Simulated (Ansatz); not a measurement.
SiPNH₈O: several calculations on one system

Part 1: Relaxation

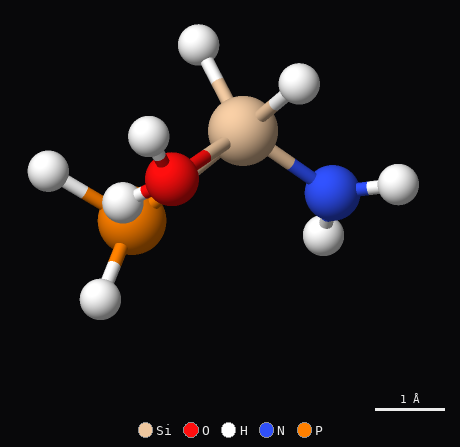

This is the input geometry for a relaxation of SiPNH8O (started from a transition state, displaced along its imaginary mode). The picture is a ball-and-stick view, seen from a free direction.

All numbers below come from Ansatz 0.2.0, RKS PBE0-D4/def2-TZVP.

Input file:
```yaml
crystal:
  periodic: [false, false, false]
  atoms:
    - {symbol: Si, position_ang: [-0.718150, 0.156207, 0.270089]}
    - {symbol: O, position_ang: [0.280953, -1.497498, 0.517433]}
    - {symbol: H, position_ang: [-1.784381, -0.030600, -0.774366]}
    - {symbol: H, position_ang: [-1.536745, -0.370962, 1.464182]}
    - {symbol: N, position_ang: [-0.200571, 1.582562, 1.038571]}
    - {symbol: H, position_ang: [0.770513, -1.463938, -0.273378]}
    - {symbol: P, position_ang: [0.890145, 0.522671, -1.577648]}
    - {symbol: H, position_ang: [-0.207434, -2.328500, 0.554974]}
    - {symbol: H, position_ang: [0.395752, 2.237823, 0.563085]}
    - {symbol: H, position_ang: [-0.545610, 1.881812, 1.937770]}
    - {symbol: H, position_ang: [0.513187, -0.547417, -2.463241]}
    - {symbol: H, position_ang: [2.142339, -0.142261, -1.257370]}
basis:
  gaussian: {orbitals: def2-TZVP}
hamiltonian: {xc: pbe0, dispersion: d4}
relax: {f_tol: 0.005, max_steps: 200}
```

Command:
```bash
ansatz run in.yaml --threads 4 --pin off --events-out ev --progress --plain --max-ram 9574MiB
```

### Predict the outcome.

The largest move after the best rigid fit is that of H6, 2.10 Å. By element the largest moves are H 2.10 Å, O 1.79 Å, Si 0.64 Å, N 0.57 Å, P 0.25 Å. Some distances before and after: Si1–O2 1.948 → 3.443 Å, Si1–P7 2.477 → 2.244 Å, Si1–H4 1.541 → 1.489 Å, P7–H12 1.454 → 1.420 Å. Bonds break, among them: Si1–O2 (1.95 → 3.44 Å). Bond angles that change, for instance: H4–Si1–P7 166.8° → 115.6°, H3–Si1–P7 87.7° → 105.9°, N5–Si1–P7 90.9° → 107.6°. After 56 accepted moves (64 points after the start) the energy has fallen by 25.9 kcal/mol. The largest force component goes from 2.2 to 0.0029 eV/Å. The line search rejected the trial steps at points 12, 15, 23, 27, 33, 35, 41, 43 of the run. The run took 3 min on 4 threads of Arm Neoverse V1 (shared host).

Step by step:

```csv
step,"E − E(0), kcal/mol","largest force component, eV/Å",note
0,0.00,2.1995,
1,-2.81,0.4462,
2,-4.01,0.7474,
3,-4.71,0.7195,
4,-6.63,0.5958,
5,-9.13,0.4166,
6,-11.92,0.5362,
7,-15.49,0.5784,
8,-19.07,0.5177,
9,-21.93,0.3059,
10,-22.79,0.4528,
13,-23.96,0.1484,
16,-24.19,0.1846,
19,-24.37,0.3183,
21,-24.53,0.1335,
24,-24.73,0.1389,
27,-24.51,1.1046,rejected
30,-25.22,0.1139,
33,-24.68,1.4051,rejected
36,-25.43,0.0477,
38,-25.47,0.3097,
41,-25.52,0.6132,rejected
44,-25.63,0.0260,
47,-25.68,0.2814,
50,-25.74,0.1731,
53,-25.80,0.2102,
55,-25.84,0.0706,
58,-25.87,0.0836,
61,-25.88,0.0155,
64,-25.88,0.0029,
```

Final geometry:

```xyz
12

Si   -0.2008    0.5371    0.2807
O    -0.4008   -2.8118   -0.4924
H    -1.4993   -0.0561   -0.1823
H     0.2815   -0.3276    1.3930
N    -0.3042    2.1288    0.9135
H    -1.1713   -2.2394   -0.4385
P     1.1195    0.6141   -1.5320
H    -0.0449   -2.8254    0.3994
H    -0.5138    2.9044    0.3061
H    -0.6511    2.2878    1.8453
H     1.0608   -0.7932   -1.7107
H     2.3244    0.5810   -0.7820
```

After the run, drawn alike:

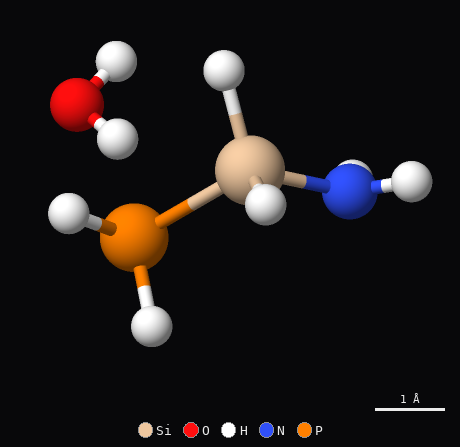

Part 2: Relaxation

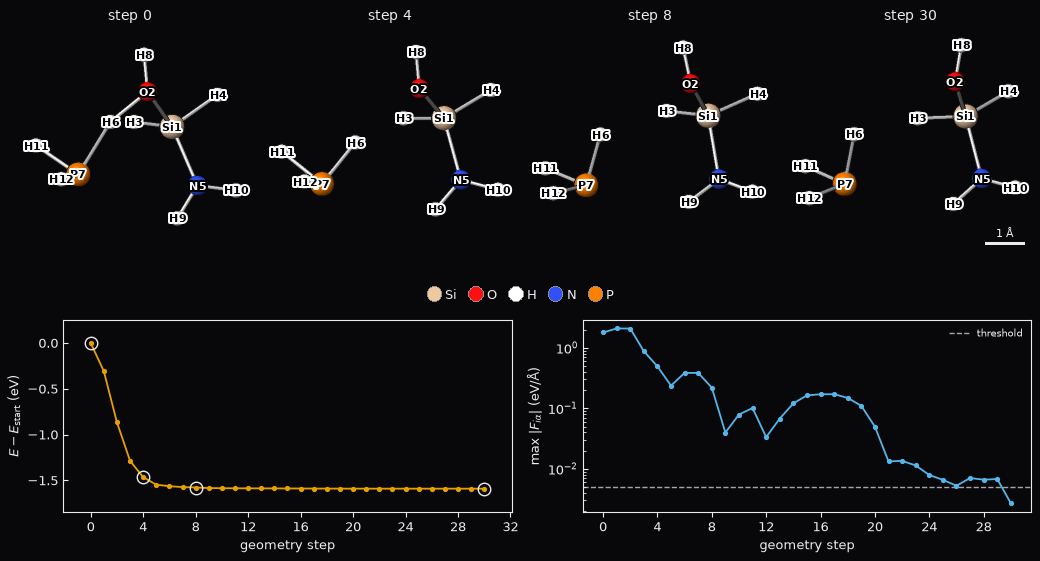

Frames of a relaxation of SiPNH₈O (started from a transition state, displaced along its imaginary mode), marked on the history of the run. The picture is a ball-and-stick view, seen at a tilt.

Level of theory: RKS PBE0-D4/def2-TZVP (Ansatz 0.2.0). (force threshold 0.005 eV/Å; at most 200 steps)

Describe the path.

Answer. After 30 geometry steps the energy has fallen by 1.590 eV. The largest force component goes from 1.8 to 0.0027 eV/Å. The largest move after the best rigid fit is that of H6, 1.09 Å. By element the largest moves are H 1.09 Å, O 0.77 Å, P 0.54 Å, Si 0.47 Å, N 0.27 Å. Near-neighbour distances that change, for instance: O2–H6 1.242 → 3.000 Å, Si1–H6 2.068 → 3.496 Å, Si1–P7 2.867 → 3.842 Å, H6–P7 1.640 → 1.417 Å. Bonds break, among them: O2–H6 (1.24 → 3.00 Å). Bond angles that change, for instance: H3–Si1–N5 118.8° → 106.4°, O2–Si1–H4 99.3° → 107.8°, Si1–N5–H9 126.3° → 119.0°. Cost: 90 s on 4 threads of Arm Neoverse V1 (shared host). From step 0 to 4: H6 moves most (0.66 Å), energy −1.464 eV. From step 4 to 8: H6 moves most (0.59 Å), energy −0.113 eV. From step 8 to 30: H8 moves most (0.47 Å), energy −0.013 eV.

Part 3: Reaction

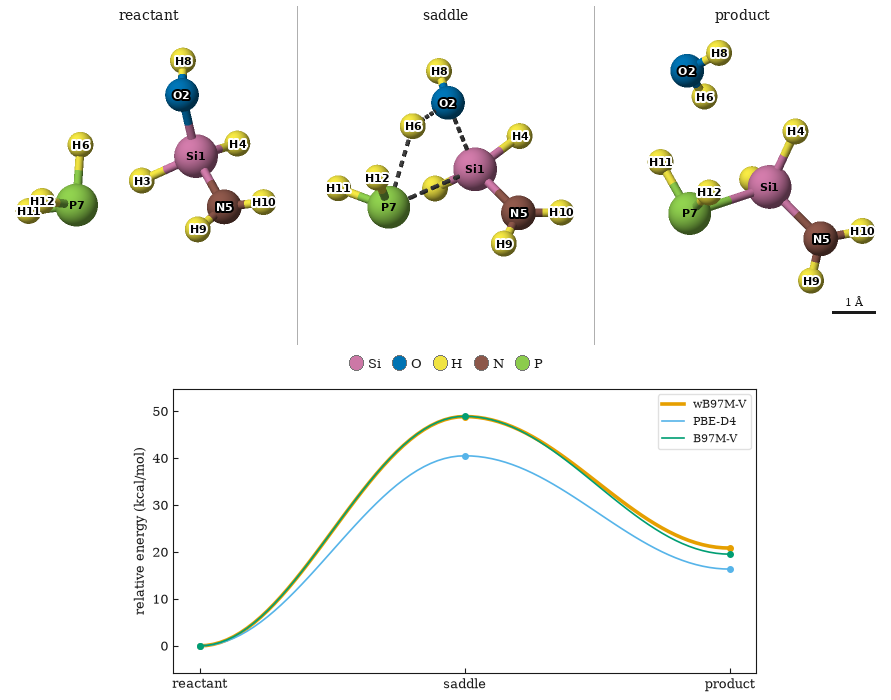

A reaction step of SiPNH8O, with its energy diagram. The picture is a ball-and-stick view, seen at a tilt. Dashed sticks mark bonds that form or break.

Stationary points at PBE0-D4/def2-TZVP, single-point energies with wB97M-V, PBE-D4, B97M-V (def2-TZVPP where no basis is named; Ansatz 0.2.0). The energies are electronic, without zero-point or thermal terms, and both ends are the minima reached downhill from the saddle, with any fragments still in contact.

What happens, and what does it cost?

Answer. Counted by bonded pieces, the reactant holds PH₃ + SiH₅NO and the product holds H₂O + SiPH₆N. From the reactant over the saddle to the product, bonds form: Si1–P7 (3.84 → 2.67 → 2.24 Å), O2–H6 (3.00 → 1.07 → 0.96 Å). Bonds break: Si1–O2 (1.65 → 1.84 → 3.44 Å), H6–P7 (1.42 → 2.00 → 3.82 Å). The saddle has one imaginary mode, 493i cm⁻¹. With wB97M-V the barrier is 48.9 kcal/mol from the reactant and 28.0 kcal/mol from the product, and the product lies 20.8 kcal/mol above the reactant.

| level | barrier from the reactant (kcal/mol) | barrier from the product (kcal/mol) | the product less the reactant (kcal/mol) |
| --- | --- | --- | --- |
| wB97M-V | 48.9 | 28.0 | 20.8 |
| PBE-D4 | 40.5 | 24.1 | 16.4 |
| B97M-V | 48.9 | 29.4 | 19.5 |

Limits of the set-up: the start holds two separate molecules, 3.0 Å apart at their closest, whose relative position is a soft coordinate.
